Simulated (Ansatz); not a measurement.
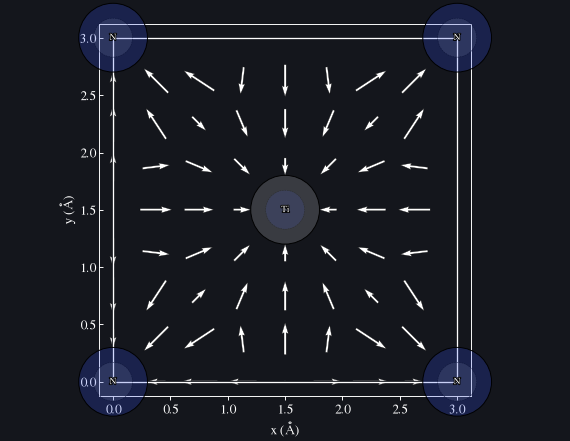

H on a TiN(100) slab cut from the Fm-3m phase, its upper half relaxed before the scan (6 atoms of substrate and one adsorbate in a 1 × 1 cell). 
- H is moved over the surface cell; relaxed at each place: the height of the adsorbate's atoms; substrate rigid; the origin of the map has the adsorbate above N6.
- Places are given modulo a cell vector. The map is drawn in real space over the plane of the surface.
- The scan uses an 8 × 8 grid; 15 points were computed and 49 follow by symmetry.
- With one adsorbate in each 1 × 1 cell, its nearest image is 3.0 Å away, so neighbouring adsorbates interact.
- All numbers below come from Ansatz, DFT PBE, scalar-relativistic, plane waves, PAW. Settings: cutoff 420 eV, k-mesh 9×9×1, gaussian smearing 0.1 eV, no spin polarisation.

Drawn: arrows along the force (downhill), their lengths compressed, labelled circles for the atoms of the top layer and small ones for the second layer, the outline of one cell of the plane.

The arrows alone are given. Where are the wells?

The arrows converge at the top site over a surface N atom, (0/8, 0/8) of the cell vectors; the top site over a surface Ti atom, (4/8, 4/8) of the cell vectors (0.28 eV up) (read from the interpolated surface).

The energy map of the same scan:

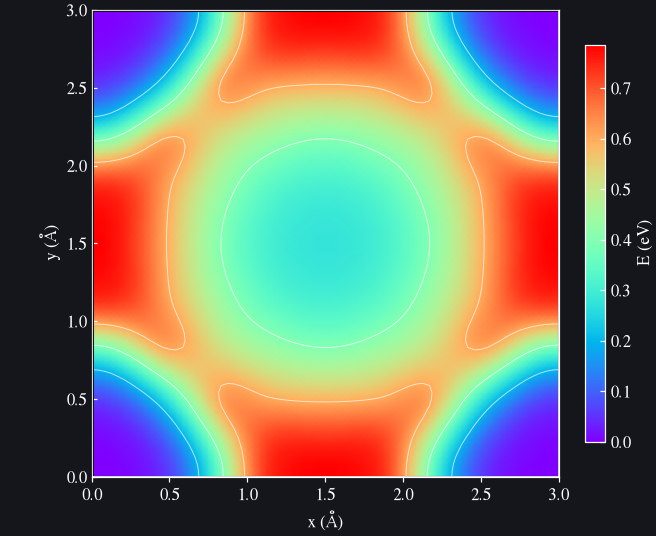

Energies are in eV, from the lowest grid point; between grid points the surface is interpolated.

PAW datasets: the set soft_1.
